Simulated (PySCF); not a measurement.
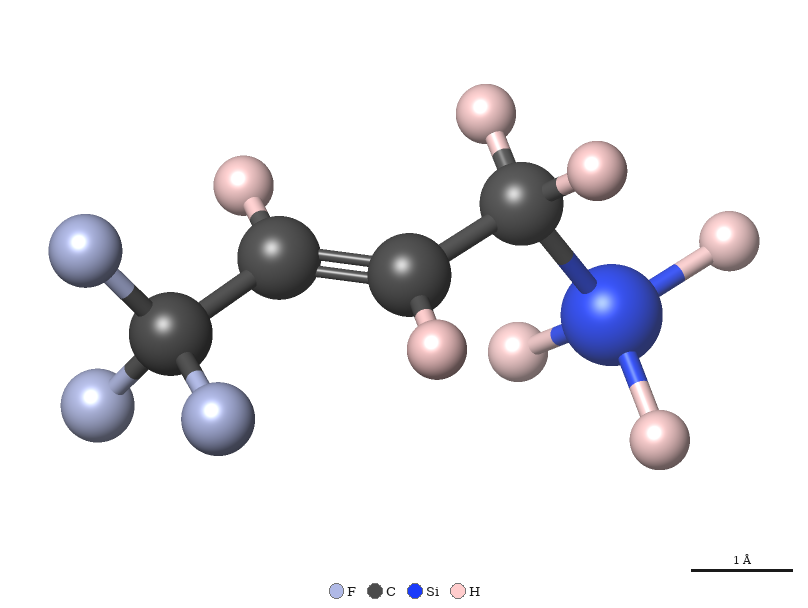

A ball-and-stick model of a molecule. Double and triple bonds are drawn as two and three sticks.

The geometry was computed by an optimisation with PBE0-D3(BJ)/def2-SVP. No frequency run is at hand to confirm it as a minimum.

Question: Count the atoms of each element.

Answer: C4H7F3Si, 15 atoms: 4 carbon, 7 hydrogen, 3 fluorine and 1 silicon.

Question: What is the point group of this geometry?

Answer: C1.

Question: Does it have rings?

Answer: It has no ring.

Question: How many bonds of each kind are drawn?

Answer: 4 C–H, 3 C–F, 3 C–C, 3 Si–H, 1 C–Si.

Question: What is its SMILES?

Answer: FC(F)(F)/C=C/C[SiH3]

More results for the same structure follow; atom numbers are the same in all pictures, views and colours differ.

Geometry

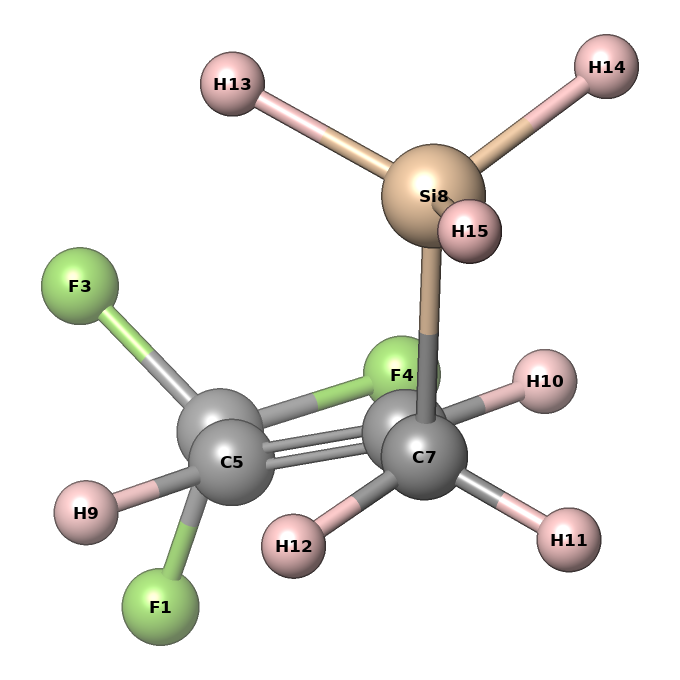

C6 lies behind C7. The molecule seen nearly along the C7–C6 bond, C7 in front. Atoms fade into the background with distance from the viewer. No frequency run is at hand to confirm it as a minimum.

Question: What is the torsion angle Si8–C7–C6–C5? The sign is positive where the front bond must turn clockwise to cover the back bond.

Answer: −104°, anticlinal.

Excitation

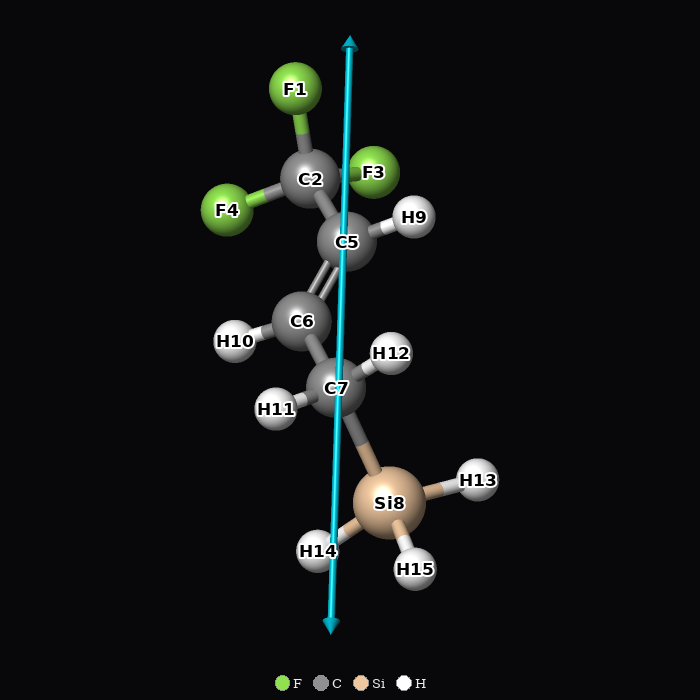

The double arrow shows the direction of the transition dipole to excited singlet state 1 (its length means nothing). No frequency run is at hand to confirm it as a minimum. Level of theory: TDDFT CAM-B3LYP/def2-SVPD, vertical, gas phase, core orbitals frozen in the response (PySCF 2.14.0).

Question: How is the transition polarised?

Answer: Close to the long direction F1···Si8.

Question: Where does the transition lie, and how strong is it?

Answer: 6.78 eV (183 nm), oscillator strength 0.52, mainly HOMO → LUMO (weight 0.95); transition dipole 4.50 D.

Charges

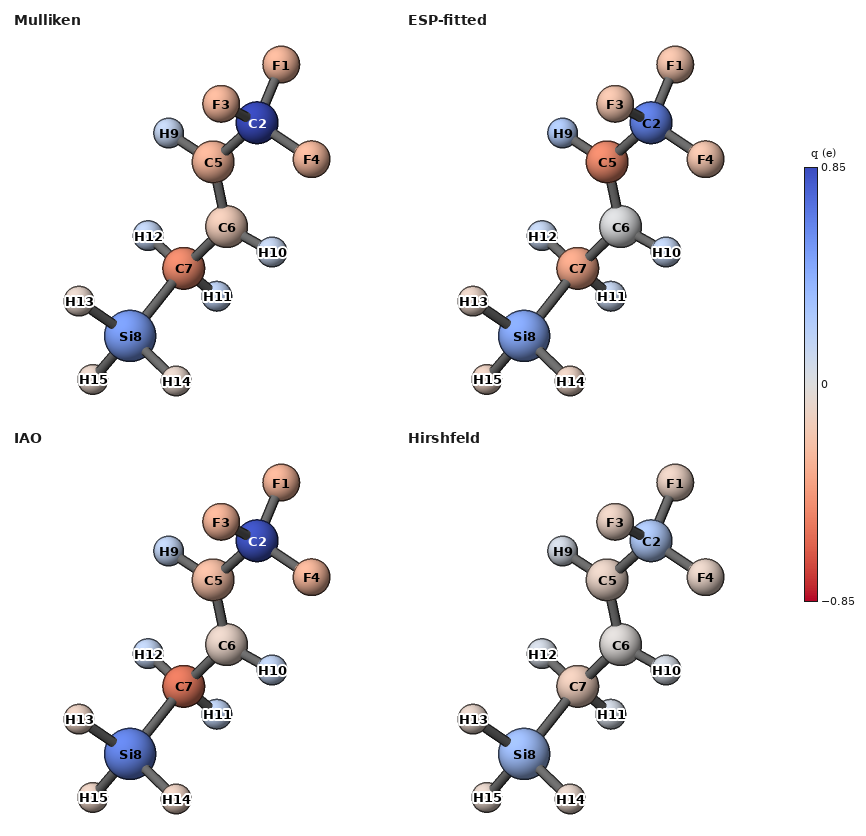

Atomic charges of one calculation by 4 schemes, on one colour scale. No frequency run is at hand to confirm it as a minimum. Computed with PBE0/pcSseg-1 in benzene (IEF-PCM) (PySCF 2.14.0).

Question: On which atom do the schemes disagree most?

Answer: On C2 (from 0.25 to 0.85 e).

List the charges (e), one line for each set of equivalent atoms.

```json
{"atom": "F1", "Mulliken": "−0.28", "ESP-fitted": "−0.21", "IAO": "−0.29", "Hirshfeld": "−0.11"}
{"atom": "C2", "Mulliken": "0.85", "ESP-fitted": "0.63", "IAO": "0.80", "Hirshfeld": "0.25"}
{"atom": "F3", "Mulliken": "−0.28", "ESP-fitted": "−0.20", "IAO": "−0.29", "Hirshfeld": "−0.11"}
{"atom": "F4", "Mulliken": "−0.27", "ESP-fitted": "−0.20", "IAO": "−0.28", "Hirshfeld": "−0.09"}
{"atom": "C5", "Mulliken": "−0.29", "ESP-fitted": "−0.47", "IAO": "−0.24", "Hirshfeld": "−0.10"}
{"atom": "C6", "Mulliken": "−0.15", "ESP-fitted": "0.01", "IAO": "−0.09", "Hirshfeld": "−0.02"}
{"atom": "C7", "Mulliken": "−0.47", "ESP-fitted": "−0.35", "IAO": "−0.54", "Hirshfeld": "−0.14"}
{"atom": "Si8", "Mulliken": "0.50", "ESP-fitted": "0.44", "IAO": "0.61", "Hirshfeld": "0.32"}
{"atom": "H9", "Mulliken": "0.14", "ESP-fitted": "0.24", "IAO": "0.17", "Hirshfeld": "0.06"}
{"atom": "H10", "Mulliken": "0.14", "ESP-fitted": "0.15", "IAO": "0.16", "Hirshfeld": "0.05"}
{"atom": "H11", "Mulliken": "0.18", "ESP-fitted": "0.14", "IAO": "0.17", "Hirshfeld": "0.06"}
{"atom": "H12", "Mulliken": "0.17", "ESP-fitted": "0.14", "IAO": "0.16", "Hirshfeld": "0.05"}
{"atom": "H13", "Mulliken": "−0.07", "ESP-fitted": "−0.10", "IAO": "−0.11", "Hirshfeld": "−0.08"}
{"atom": "H14", "Mulliken": "−0.08", "ESP-fitted": "−0.11", "IAO": "−0.11", "Hirshfeld": "−0.08"}
{"atom": "H15", "Mulliken": "−0.08", "ESP-fitted": "−0.11", "IAO": "−0.11", "Hirshfeld": "−0.07"}
```

NMR shielding

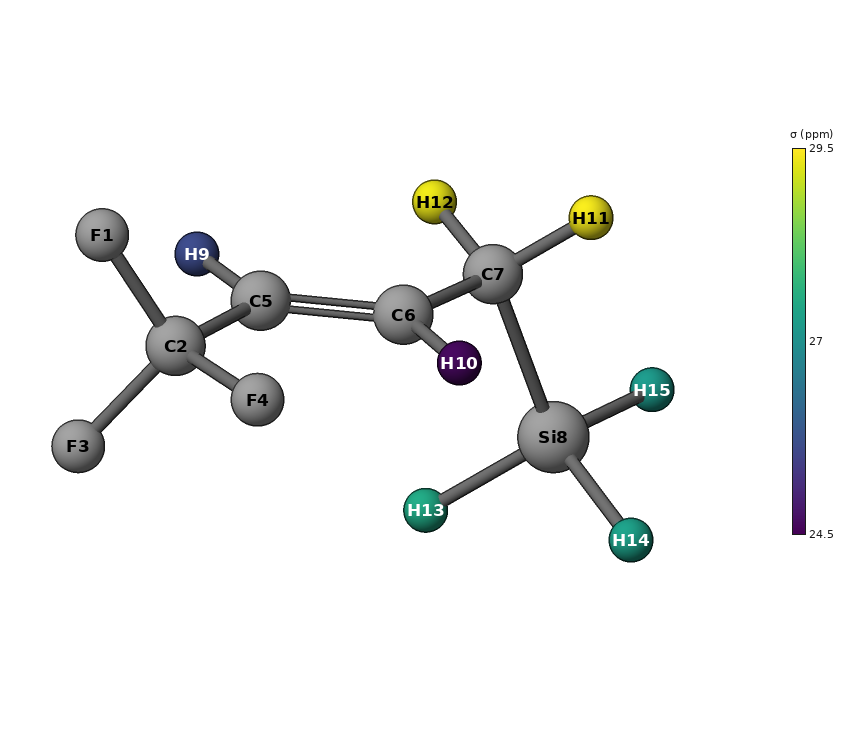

Atoms are coloured by their isotropic NMR shieldings (H only, the others grey). No frequency run is at hand to confirm it as a minimum. Method: GIAO PBE0/pcSseg-1 NMR shielding, non-relativistic, IEF-PCM cyclohexane (PySCF 2.14.0).

List the isotropic NMR shieldings of the H atoms.

| atom | σ (ppm) |
| --- | --- |
| H9 | 25.63 |
| H10 | 24.63 |
| H11 | 29.39 |
| H12 | 29.33 |
| H13 | 27.50 |
| H14 | 27.32 |
| H15 | 27.19 |

Levels of theory compared

No frequency run is at hand to confirm it as a minimum. Program: PySCF 2.14.0.

At this fixed geometry, give HOMO energy (eV), HOMO–LUMO gap (eV) at these levels: CAM-B3LYP/def2-SVPD; CAM-B3LYP/def2-SVPD in benzene (IEF-PCM); PBE0/pcSseg-1; PBE0/pcSseg-1 in benzene (IEF-PCM); PBE0/pcSseg-1 in cyclohexane (IEF-PCM).

```
                                   level  HOMO energy (eV)  HOMO–LUMO gap (eV)
                     CAM-B3LYP/def2-SVPD             −9.26                9.58
CAM-B3LYP/def2-SVPD in benzene (IEF-PCM)             −9.10                9.57
                           PBE0/pcSseg-1             −7.92                7.23
      PBE0/pcSseg-1 in benzene (IEF-PCM)             −7.78                7.22
  PBE0/pcSseg-1 in cyclohexane (IEF-PCM)             −7.79                7.22
```

Mulliken values depend strongly on the basis set and can even reverse the polarity of a bond.
